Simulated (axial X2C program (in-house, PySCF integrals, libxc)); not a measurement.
**Run report: IMo⁻, relativistic diatomic calculation**

IMo⁻, single determinant with M_S = 3 and |Λ| = 0. Level asked for: M06, spin-free X2C-1e, I dyall-acv3z, Mo dyall-acv3z (cores contracted) (axial X2C program (in-house, PySCF integrals, libxc)).

**Outcome**

| quantity | value |
| --- | --- |
| outcome | not converged in a step after the SCF shown |
| largest ⟨S²⟩ along the curve | 12.00 |
| hardware | 1 thread of Arm Neoverse V2, 128 GiB of memory available, shared host |
| wall time | 4.4 s |
| peak memory | 1 GiB |

**Diagnosis**

The SCF whose log is shown converged, but a later step did not. The run therefore gave no full result.

**The input**
```
{"zs": [53, 42], "q": -1, "bas": ["dyall-acv3z", "dyall-acv3z"], "levels": ["PBE0", "HF", "M06"], "cc": true, "r0": 2.71, "thr": -1.0, "nmax": 90, "npts": 10, "nst": 2, "ntry": 6}
```

The line is the task of a batch: nuclear charges, charge, bases, the levels to run, a first guess of the distance and further settings. This report covers M06 without spin-orbit coupling. The log is that of the reference distance 2.902 Å.

Launched within a batch (the task file carries these settings):
```bash
python <driver script> task.json out
```

**The program's output**
```
spin-free X2C-1e  M06
basis functions 303  fitting functions 1420  grid points 5802
iter        total energy     max residual
   1     -11164.327331683     3.03e-01
   2     -11164.337388181     3.61e-03
   3     -11164.337625195     1.74e-02
   4     -11164.337878456     3.23e-03
   5     -11164.337907393     3.07e-03
   6     -11164.337927569     7.95e-04
   7     -11164.337930039     5.18e-04
   8     -11164.337930959     1.13e-04
   9     -11164.337931015     2.66e-04
  10     -11164.337931130     3.89e-04
  11     -11164.337931164     2.28e-04
  12     -11164.337931187     1.41e-04
  13     -11164.337931224     1.67e-05
  14     -11164.337931228     2.00e-05
converged
one-electron -16168.58664886  Coulomb 4906.81583936  exact exchange -81.86825058  xc functional -226.60806188  nuclear repulsion 405.90919073
```

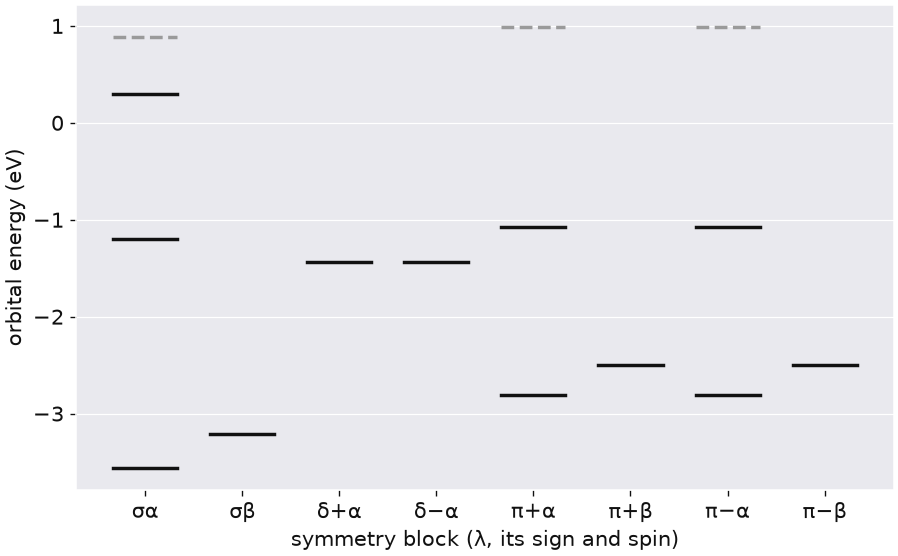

*Orbital energies near the frontier at 2.90 Å, filled (solid) and empty (dashed); a label such as π−α means λ = −1 and α spin.*

The highest filled orbital (σα; 42 % Mo s, 28 % Mo p) lies at 0.29 eV, the lowest empty one (σα; 93 % Mo p, 6 % Mo s) at 0.89 eV. A filled level above zero is held only by the finite basis .
